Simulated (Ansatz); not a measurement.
# Phonons of Sb (Pm-3m, 1 atom in the cell) against volume, part 2 of 2

Does Sb (Pm-3m, 1 atom in the cell) expand much on heating, by its phonons?

Ansatz 0.2.0; DFT PBEsol, scalar-relativistic, plane waves, norm-conserving pseudopotentials.

So far, highest frequency on the path or at a solved wavevector (cm⁻¹): step 2 (response at finite wavevector) 127.

This is not the structure that Sb takes at ambient pressure and room temperature (space group No. 166); it is a model or a phase of other conditions.

## Step 4: Phonons at the other volume, volume ratio 0.97 (continued)

Frequencies (cm⁻¹) solved at each irreducible wavevector; negative means imaginary. Frequencies by wavevector, by row:

```
q in reciprocal lattice units  star  mode 1  mode 2  mode 3
                        0 0 0     1       0       0       0
                     0 0 0.25     6    29.7    29.7   101.5
                     0 0 -0.5     3    34.9    34.9     121
                  0 0.25 0.25    12    42.2   105.3   123.9
                  0 0.25 -0.5    12    45.6   102.1   115.8
                  0 -0.5 -0.5     3    44.2   105.4   105.4
               0.25 0.25 0.25     8   113.4   113.4   134.9
               0.25 0.25 -0.5    12    94.9   112.8   122.8
               0.25 -0.5 -0.5     6      76      76   112.3
               -0.5 -0.5 -0.5     1  -120.1  -120.1  -120.1
```

The highest frequency on the path or at a solved wavevector is 134.9 cm⁻¹, +8.1 cm⁻¹ against the base run.

## Step 5: Relaxing at another volume, volume ratio 1.03

The volume is scaled by 1.03 and held; symmetry leaves nothing to relax, so this is a single point. The modes can then be followed against volume.

input.yaml reads:

```yaml
crystal:
  lattice:
    - [3.0905062244, 0.0, 0.0]
    - [0.0, 3.0905062244, 0.0]
    - [0.0, 0.0, 3.0905062244]
  atoms:
    - { symbol: Sb, position: [0.0, 0.0, 0.0] }
kpoints:
  mp_grid: { grid: [12, 12, 12] }
hamiltonian:
  xc: pbesol
  pseudopotentials: { kind: nc }
scf:
  occupations: { method: methfessel_paxton, width: 0.15 }
output:
  forces: true
  stress: true
  eigenvalues: true
```

Command:

```
ansatz run input.yaml --threads 4 --pin off --max-ram 7168MiB --backend cpu --events-out ev --progress --plain --runs-dir out
```

Numbers of over 12 decimals in the logs are rounded to 6 here.

The log of the run:

```text
[...]
Crystal: 1 atoms, lattice volume = 29.518 Å³
Basis set: ecut = 1088.45545 eV, 2469 PW (Γ), exchange–correlation on 72×72×72 points (8 copies of the dense FFT grid, shifted against one another)
Bands: 12, of which v1, the nominal top of the filled ones, is band 8 counted from 1 (7 counted from 0)
Symmetry: 48 space group operations
[...]
k-points: 84 of 1728
[...]
--- Band table (eV; the first three rows and the last of 84) ---
  k-point 0: bands = [... 4 lower, -18.5332, -2.0567, 13.7072, 13.7072, 13.7072, 17.5880, 17.5880, 18.6219]
  k-point 1: bands = [... 4 lower, -18.5330, -1.9549, 12.4846, 13.8077, 13.8077, 17.6734, 18.2005, 19.4937]
  k-point 2: bands = [... 4 lower, -18.5323, -1.6532, 10.4253, 14.0990, 14.0990, 17.9289, 18.5810, 21.9411]
  k-point 83: bands = [... 4 lower, -18.4554, 5.9067, 8.8002, 8.8002, 8.8002, 15.2899, 15.2899, 15.2899]
[key lines of the parts left out:]
SCF converged after 6 iterations
Free energy (F): -2469.719984 eV
Fermi energy:    10.515872 eV
P = ⅓ Tr σ = -1.6712 GPa (-16.712 kbar)
```

It took 1.3 s on 4 threads of Arm Neoverse V2, shared host; peak memory 0.37 GiB.

This step gave:

* pressure: -1.671 GPa
* volume per atom: 29.52 Å³

The run ends at a pressure of -1.67 GPa.

## Step 6: Phonons at the other volume, volume ratio 1.03

The phonons are repeated at this volume on the same k and q meshes.

input.yaml, the sections that differ from step 5:

```yaml
output:
  eigenvalues: true
phonons:
  method: dfpt
  qmesh: [4, 4, 4]
  temperatures: { t_max: 1000, t_step: 50 }
  qpath:
    path:
      - [[0.0, 0.0, 0.0], [0.0, 0.5, 0.0], [0.5, 0.5, 0.0], [0.0, 0.0, 0.0], [0.5, 0.5, 0.5], [0.0, 0.5, 0.0]]
      - [[0.5, 0.5, 0.5], [0.5, 0.5, 0.0]]
    npoints: 10
# crystal, kpoints, hamiltonian, scf: as in step 5
```

The log of the run:

```text
[...]
Crystal: 1 atoms, lattice volume = 29.518 Å³
Basis set: ecut = 1088.45545 eV, 2469 PW (Γ), exchange–correlation on 72×72×72 points (8 copies of the dense FFT grid, shifted against one another)
Bands: 12, of which v1, the nominal top of the filled ones, is band 8 counted from 1 (7 counted from 0)
Symmetry: 48 space group operations
k-points: 84 of 1728
[...]
k-point 83: bands = [... 4 lower, -18.4555, 5.9068, 8.8003, 8.8003, 8.8003, 15.2899, 15.2899, 15.2899]
[...]
ASR residual: 4.740e-4 → 0.000e0 eV/Å²; symmetrization residual: 1.084e-19 eV/Å²
  ASR residual per site (eV/Å²): 4.74e-4
  Γ frequencies (cm⁻¹): 0.00 0.00 0.00
--- Phonons (arbitrary-q DFPT): 10 irreducible q on the 4×4×4 mesh ---
[...]
interpolated dispersion: 62 rows × 3 modes
[...]
[key lines of the parts left out:]
SCF converged after 7 iterations
Free energy (F): -2469.719984 eV
Fermi energy:    10.515910 eV
```

Run time: 2.6 min. Hardware: 4 threads; peak memory 2.6 GiB; 10 min of CPU time.

Numbers from this step:

- sum-rule residual before enforcement: 4.74e-4 eV/Å²
- lowest frequency on the path: -140.5 cm⁻¹
- highest frequency on the path or at a solved wavevector: 120.0 cm⁻¹
- lowest mode on the q mesh (acoustic modes at Γ apart): -140.5 cm⁻¹

The highest frequency on the path or at a solved wavevector is 120.0 cm⁻¹, -6.8 cm⁻¹ against the base run.

## Step 7: Grüneisen parameters

The Grüneisen parameter of a mode is minus the logarithmic change of its frequency with volume, −d ln ω / d ln V; weighted by heat capacity it gives the expansion.

Numbers from this step:

```yaml
bulk_modulus: 60.4 GPa
```

Phonon branches along the path, in cm⁻¹:

```
    point  branch 1  branch 2  branch 3
        Γ         0         0         0
        X        35        35       104
        M        46        87        87
        Γ         0         0         0
        R      -132      -132      -132
        X        35        35       104
jump to R      -132      -132      -132
        M        46        87        87
```

The same for volume x 0.97:

```
point  branch 1  branch 2  branch 3
    Γ         0         0         0
    X        35        35       121
    M        44       105       105
    Γ         0         0         0
    R      -120      -120      -120
    X        35        35       121
    R      -120      -120      -120
    M        44       105       105
```

The same for volume x 1.03:

```
point  branch 1  branch 2  branch 3
    Γ         0         0         0
    X        36        36        82
    M        47        65        65
    Γ         0         0         0
    R      -140      -140      -140
    X        36        36        82
    R      -140      -140      -140
    M        47        65        65
```

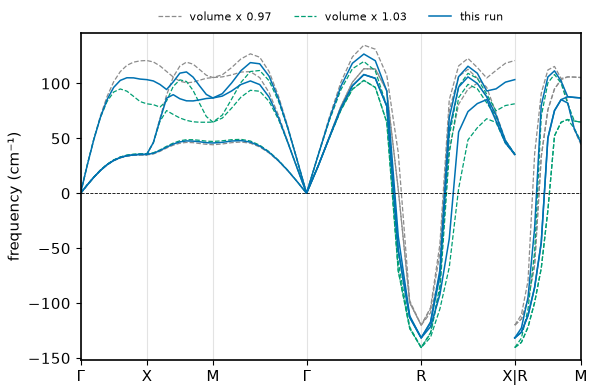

Phonon branches along the path; dashed: volume x 0.97 and volume x 1.03.

## Step 8: Outcome

| Property | Result |
| --- | --- |
| bulk modulus | 60.4 GPa |

What this shows: No expansion is given, because modes are imaginary at one volume or more. Branches are matched by rank, so values near crossings are rough. With no gap, or one that is small against the smearing, the frequencies hang on the k mesh and the smearing, most of all near Kohn anomalies. Spin-orbit coupling is left out, which can matter for the heavy elements here. A phonon run warned that its eigensolver left some bands unconverged in a pass.

[Logs are printed without paths, hosts, clocks, repeated set-up lines and the standing remarks that a program may print on its own settings, such as how far it seeks lower states.]

[Hosts, paths, dates, database ids (printed as entryN), source tags and the programs' standing remarks are cut or masked in the printed files.]
